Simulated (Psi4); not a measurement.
**SiHCl2OF (SMILES O[Si](F)(Cl)Cl) at HSE06/def2-SVP**

What is the vertical ionisation energy of SiHCl2OF at HSE06/def2-SVP? 

Program for the calculation: Psi4 1.11.

## Step 1: The molecule

SiHCl2OF has 6 atoms, charge 0, and is taken as a singlet. SMILES: `O[Si](F)(Cl)Cl`. Geometry: relaxed at PBE0-D4/def2-TZVP. This is one conformer, not always the lowest.

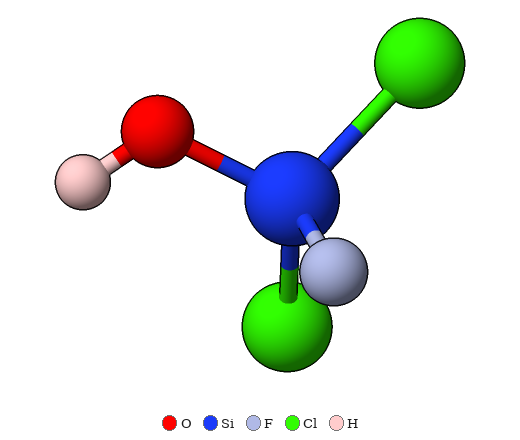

The structure, seen from a chosen angle (oxygen red, silicon blue, fluorine light blue, chlorine green, hydrogen pink).

## Step 2: Energy and gradient at HSE06/def2-SVP

job.dat reads:

```
memory 2.2 GB

molecule {
  0 1
  O
  Si 1 1.612238
  F 2 1.578788 1 111.13577
  Cl 2 2.026229 3 106.64996 1 -121.91005
  Cl 2 2.011415 3 108.32532 1 118.18838
  H 1 0.959052 2 118.90033 3 -75.4793
  units angstrom
  symmetry c1
}

set {
  basis def2-SVP
  puream true
  e_convergence 1e-09
  d_convergence 1e-08
  scf_type pk
  dft_radial_points 99
  dft_spherical_points 590
}

e_tot, wfn = gradient('hse06', return_wfn=True)
oeprop(wfn, 'MULLIKEN_CHARGES', 'QUADRUPOLE', 'LOWDIN_CHARGES')
```

Launch:

```bash
$ psi4 -n 1 job.dat job.out
```

job.out (excerpt; [...] marks lines left out):

```text
[...]
  Running in c1 symmetry.
[...]
  Nuclear repulsion =  382.547139182596425
[...]
  Multiplicity = 1
[...]
  Nalpha       = 33
  Nbeta        = 33
[...]
    Number of basis functions: 87
[...]
   @RKS iter   1: -1384.54984067795613    1.22068e-02   8.02935e-03 DIIS/ADIIS
[...]
   @RKS iter  12: -1384.72643168851664    6.82121e-13   2.08637e-09 DIIS
[...]
    Orbital Energies [Eh]
    ---------------------
    Doubly Occupied:
       1A   -101.685198     2A   -101.683585     3A    -66.365577
       4A    -24.771125     5A    -19.233478     6A     -9.531781
       7A     -9.530365     8A     -7.268678     9A     -7.267405
      10A     -7.262554    11A     -7.262341    12A     -7.260972
      13A     -7.260882    14A     -5.437389    15A     -3.775931
      16A     -3.775694    17A     -3.774631    18A     -1.207509
      19A     -1.044352    20A     -0.866783    21A     -0.844841
      22A     -0.600639    23A     -0.536577    24A     -0.481941
      25A     -0.478953    26A     -0.449746    27A     -0.417853
      28A     -0.390402    29A     -0.380763    30A     -0.362699
      31A     -0.343752    32A     -0.338818    33A     -0.331738
[...]
  @RKS Final Energy: -1384.72643168851664
   => Energetics <=
    Nuclear Repulsion Energy =            382.5471391825964247
    One-Electron Energy =               -2677.3131916948796061
    Two-Electron Energy =                 984.0027420167617720
    DFT Exchange-Correlation Energy =     -73.9631211929950325
    Empirical Dispersion Energy =           0.0000000000000000
    VV10 Nonlocal Energy =                  0.0000000000000000
    Total Energy =                      -1384.7264316885166409
[...]
  -Total Gradient:
     Atom            X                  Y                   Z
    ------   -----------------  -----------------  -----------------
       1        0.001917543384    -0.000659284831     0.011076288582
       2        0.000353840227    -0.013858663703    -0.000630631233
       3       -0.000186361543     0.020109317412    -0.007838093818
       4       -0.005324833797    -0.002994849203    -0.002427862945
       5        0.005793844663    -0.003327103911    -0.002344033238
       6       -0.002532262266     0.000734582568     0.002139839767
[...]
 Multipole Moments:
 ------------------------------------------------------------------------------------
     Multipole            Electronic (a.u.)      Nuclear  (a.u.)        Total (a.u.)
 ------------------------------------------------------------------------------------
 L = 1.  Multiply by 2.5417464519 to convert [e a0] to [Debye]
 Dipole X            :         -0.2709492            0.7885578            0.5176086
 Dipole Y            :         -0.0234129            0.0020398           -0.0213731
 Dipole Z            :          2.7793940           -3.3239703           -0.5445763
 Magnitude           :                                                    0.7516241
 L = 2.  Multiply by 1.3450342976 to convert [e a0^2] to [Debye ang]
 Quadrupole XX       :       -373.9249486          339.1702279          -34.7547207
 Quadrupole XY       :          2.4363210           -3.1229902           -0.6866691
[...]
  Mulliken Charges: (a.u.)
   Center  Symbol    Alpha    Beta     Spin     Total
       1     O     4.17837  4.17837  0.00000 -0.35674
       2    SI     6.55744  6.55744  0.00000  0.88511
       3     F     4.64963  4.64963  0.00000 -0.29925
       4    CL     8.61725  8.61725  0.00000 -0.23451
       5    CL     8.60327  8.60327  0.00000 -0.20653
       6     H     0.39404  0.39404  0.00000  0.21192
   Total alpha = 33.00000, Total beta = 33.00000, Total charge =  0.00000
  Lowdin Charges: (a.u.)
   Center  Symbol    Alpha    Beta     Spin     Total
[...]
```

Run time: 22 s. Hardware: 1 thread of Intel Xeon 6975P-C (Granite Rapids), shared host; peak memory 0.98 GiB.

## Step 3: The doublet cation

job.json reads:

```json
{
  "schema_name": "qcschema_input",
  "schema_version": 1,
  "molecule": {
    "schema_name": "qcschema_molecule",
    "schema_version": 2,
    "symbols": ["O", "Si", "F", "Cl", "Cl", "H"],
    "geometry": [-0.95941395, 0.85736874, 2.12121757, 0.41479488, 0.02532233, -0.46751824, 2.9918144, -1.37326397, 0.08390384, -1.74100468, -2.40543238, -2.49368259, 1.16785075, 3.18210982, -2.44625047, -1.79448393, -0.40723598, 3.11521352],
    "molecular_charge": 1,
    "molecular_multiplicity": 2,
    "fix_symmetry": "c1"
  },
  "driver": "gradient",
  "model": {
    "method": "hse06",
    "basis": "def2-SVP"
  },
  "keywords": {
    "reference": "uks",
    "puream": true,
    "e_convergence": 1e-09,
    "d_convergence": 1e-08,
    "scf_type": "pk",
    "dft_radial_points": 99,
    "dft_spherical_points": 590,
    "maxiter": 100
  }
}
```

Launch:

```bash
$ psi4 --qcschema job.json -n 1 --memory 2200MB
```

stdout (excerpt; [...] marks lines left out):

```text
[...]
  Running in c1 symmetry.
[...]
  Nuclear repulsion =  382.547113833674928
[...]
  Multiplicity = 2
[...]
  Nalpha       = 33
  Nbeta        = 32
[...]
    Number of basis functions: 87
[...]
   @UKS iter   1: -1384.10981135969973    4.52236e-01   7.92278e-03 ADIIS/DIIS
[...]
   @UKS iter  22: -1384.29300521707114   -5.22959e-12   8.82134e-09 DIIS
[...]
   @S^2 Observed:                7.550624404E-01
[...]
  @UKS Final Energy: -1384.29300521707114
   => Energetics <=
    Nuclear Repulsion Energy =            382.5471138336749277
    One-Electron Energy =               -2660.9198120199171171
    Two-Electron Energy =                 967.7168070808360198
    DFT Exchange-Correlation Energy =     -73.6371141116647152
    Empirical Dispersion Energy =           0.0000000000000000
    VV10 Nonlocal Energy =                  0.0000000000000000
    Total Energy =                      -1384.2930052170709132
  UHF NO Occupations:
  HONO-2 :   31  A 1.9993295
  HONO-1 :   32  A 1.9986497
[...]
 Multipole Moments:
 ------------------------------------------------------------------------------------
     Multipole            Electronic (a.u.)      Nuclear  (a.u.)        Total (a.u.)
 ------------------------------------------------------------------------------------
 L = 1.  Multiply by 2.5417464519 to convert [e a0] to [Debye]
 Dipole X            :          0.9675001           -1.8802317           -0.9127316
 Dipole Y            :         -0.3427873            0.2176149           -0.1251725
 Dipole Z            :         -2.7067626            2.8439366            0.1371740
 Magnitude           :                                                    0.9314311
[...]
  -Total Gradient:
     Atom            X                  Y                   Z
    ------   -----------------  -----------------  -----------------
       1        0.007655356364    -0.006010185206     0.009438523010
       2       -0.018871986370     0.008022362781    -0.021698785030
       3       -0.003944018087     0.002154851458     0.002587275500
       4        0.009312556059     0.001152336337     0.012148342722
       5        0.001400093321    -0.010568049262     0.013168697461
       6        0.004427527544     0.005241364182    -0.015621100739
[...]
```

The result, in JSON:

```text
{
 "driver": "gradient",
 "model": {
  "method": "hse06",
  "basis": "def2-SVP"
 },
 "success": true,
 "return_result": [0.007655356364483893, -0.006010185206162588, 0.009438523010259228, -0.01887198637047614, 0.008022362781256906, -0.021698785029752088, -0.003944018086887657, 0.0021548514578913214, 0.002587275499860514, 0.009312556058911015, 0.0011523363373401319, 0.01214834272242439, 0.0014000933210338018, -0.010568049261905715, 0.01316869746053953, 0.004427527544047322, 0.005241364182266561, -0.015621100738871435],
 "properties": {
  "calcinfo_nbasis": 87,
  "calcinfo_nmo": 87,
  "calcinfo_nalpha": 33,
  "calcinfo_nbeta": 32,
  "calcinfo_natom": 6,
  "nuclear_repulsion_energy": 382.5471138336749,
  "return_energy": -1384.2930052170711,
  "return_gradient": [0.007655356364483893, -0.006010185206162588, 0.009438523010259228, -0.01887198637047614, 0.008022362781256906, -0.021698785029752088, -0.003944018086887657, 0.0021548514578913214, 0.002587275499860514, 0.009312556058911015, 0.0011523363373401319, 0.01214834272242439, 0.0014000933210338018, -0.010568049261905715, 0.01316869746053953, 0.004427527544047322, 0.005241364182266561, -0.015621100738871435],
  "scf_one_electron_energy": -2660.919812019917,
  "scf_two_electron_energy": 967.716807080836,
  "scf_xc_energy": -73.63711411166472,
  "scf_dipole_moment": [-0.91273161635679, -0.12517245239184516, 0.1371739976302253],
  "scf_total_energy": -1384.2930052170711,
  "scf_total_gradient": [0.007655356364483893, -0.006010185206162588, 0.009438523010259228, -0.01887198637047614, 0.008022362781256906, -0.021698785029752088, -0.003944018086887657, 0.0021548514578913214, 0.002587275499860514, 0.009312556058911015, 0.0011523363373401319, 0.01214834272242439, 0.0014000933210338018, -0.010568049261905715, 0.01316869746053953, 0.004427527544047322, 0.005241364182266561, -0.015621100738871435],
  "scf_iterations": 22
 }
}
```

Wall time 41 s (1 thread of Intel Xeon 6975P-C (Granite Rapids), shared host); peak memory 0.98 GiB.

## Step 4: Results

At HSE06/def2-SVP:

```
                                          quantity           value
                    singlet SiHCl2OF: total energy  -1384.72643 Eh
                   singlet SiHCl2OF: dipole moment          1.91 D
                     singlet SiHCl2OF: HOMO energy        -9.03 eV
                     singlet SiHCl2OF: LUMO energy         0.27 eV
                   singlet SiHCl2OF: HOMO–LUMO gap         9.29 eV
        singlet SiHCl2OF: largest force on an atom      1.110 eV/Å
                      doublet cation: total energy  -1384.29301 Eh
doublet cation: HOMO energy (highest over α and β)       -15.43 eV
 doublet cation: LUMO energy (lowest over α and β)       -14.50 eV
                              doublet cation: ⟨S²⟩           0.755
          doublet cation: largest force on an atom      1.535 eV/Å
vertical ionisation energy (to the doublet cation)       11.794 eV
```

The vertical ionisation energy comes to 11.79 eV (272 kcal/mol). The largest force (singlet SiHCl2OF) is 1.11 eV/Å: the shape isn't a stationary point for this species at this level. −ε(HOMO) before ionisation, 9.03 eV, is 2.77 eV below this ionisation energy. Mulliken charges (singlet SiHCl2OF) run from -0.36 on O1 to +0.89 on Si2.
